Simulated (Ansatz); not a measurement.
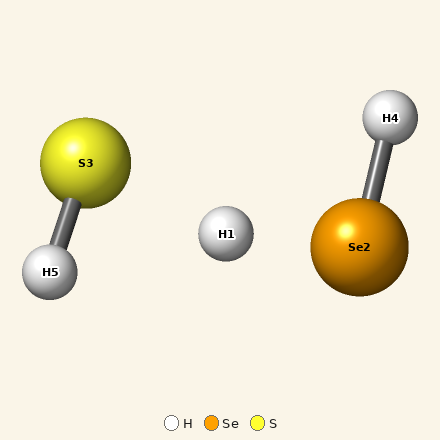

The system is the reacting system H₃SSe (fragments H₂Se + HS where the first distance is long, H₂S + HSe where the second is long), spin multiplicity 2; the picture shows the reference structure. Coordinates scanned: (1) distance H1–S3 (bond that forms); (2) distance H1–Se2 (bond that breaks). Relaxed at each point: all other coordinates. The scan uses a 7 × 7 grid. Points are written as (first, second). Energies: kJ/mol, counted from the lowest grid point. Energies and slopes of some neighbouring points disagree (a jump in structure or state, or too coarse a mesh). Computed with Ansatz 0.2.0, UKS PBE0-D4/def2-SVP.

Its coordinates:

```yaml
atoms:
  - { symbol: H, position_ang: [0.2521, 0.0459, -0.8240] }
  - { symbol: Se, position_ang: [0.2905, -1.5884, 0.3124] }
  - { symbol: S, position_ang: [-0.4105, 1.5194, -0.0591] }
  - { symbol: H, position_ang: [1.5288, -1.0664, 0.9121] }
  - { symbol: H, position_ang: [-1.6609, 1.0894, -0.3414] }
```

Range: distance H1–S3 (bond that forms) from 1.224 to 3.024 Å; distance H1–Se2 (bond that breaks) from 1.359 to 2.559 Å.

What landscape does the calculation give?

The lowest grid point is at (1.416 Å, 2.559 Å). It lies in a valley that leaves the map towards separated partners. The energy also falls towards the edge at (3.024 Å, 1.487 Å) (24 kJ/mol above the lowest), where a further well may lie outside the range. The highest grid point, (2.657 Å, 2.559 Å), lies 312 kJ/mol above the lowest.

```csv
"second ↓, first →",1.224,1.416,1.680,1.981,2.308,2.657,3.024
2.559,23,0,72,179,267,312,149
2.314,31,3,66,158,227,263,153
2.082,45,7,55,125,172,193,199
1.864,71,18,41,84,109,119,120
1.663,115,41,33,47,55,57,55
1.487,190,87,48,36,32,28,24
1.359,288,158,93,64,51,43,39
```

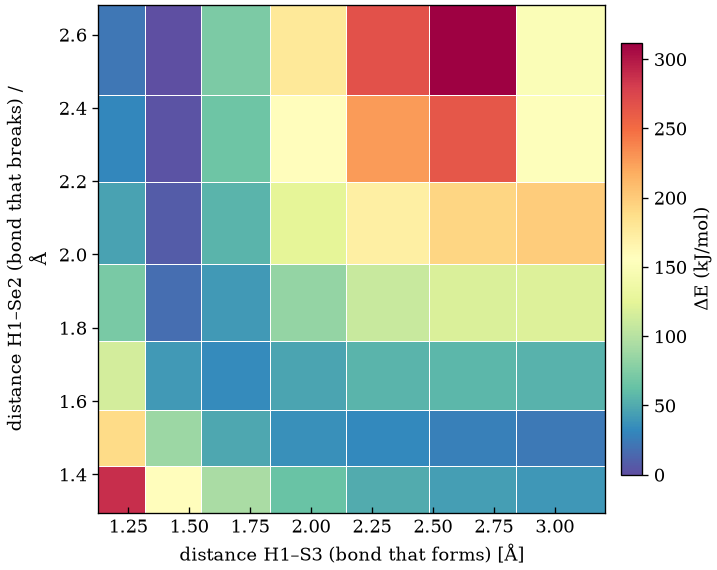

Drawn: one coloured cell a grid point.

The whole map (49 points run) took 14 min on 1 thread of AMD EPYC 9R14 (Zen 4), with other jobs on the host.
